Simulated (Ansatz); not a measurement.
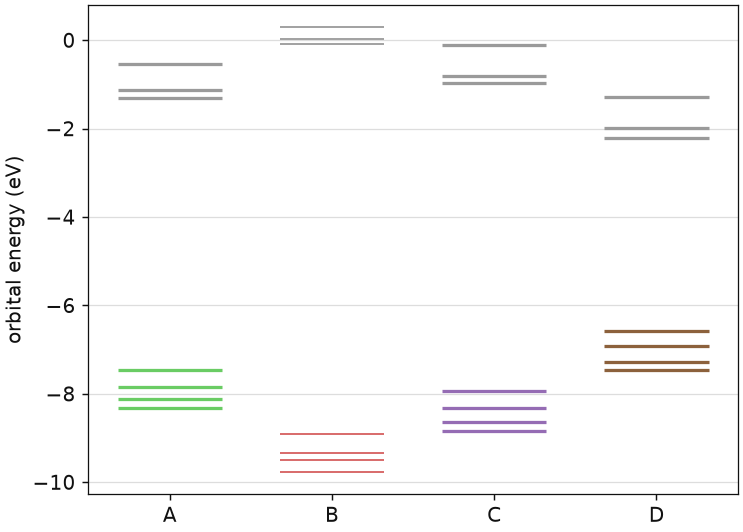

Frontier orbital energies of HfN₂H₄Br₂, SMILES [NH2][Hf]([NH2])([Br])[Br], singlet at one geometry, def2-TZVPP, the Ansatz code 0.2.0, at a PBE0-D4/def2-TZVP geometry (a minimum by its frequencies). Empty levels are grey, levels within 0.1 eV stand side by side; all columns show the same few orbitals around the gap.

The columns come from B3LYP, BHLYP, LDA (SPW92) and r2SCAN0. Which is which?

A: B3LYP (HOMO −7.46, LUMO −1.31, separation 6.15 eV)
B: BHLYP (HOMO −8.91, LUMO −0.10, separation 8.82 eV)
C: r2SCAN0 (HOMO −7.94, LUMO −0.96, separation 6.98 eV)
D: LDA (SPW92) (HOMO −6.57, LUMO −2.20, separation 4.37 eV)

Caveats, for all or some of the runs: core potentials past krypton; empty levels above zero depend strongly on the basis; no scalar relativity up to krypton; spin-orbit coupling is left out, and with Br and Hf it can shift these levels and split any degenerate set.
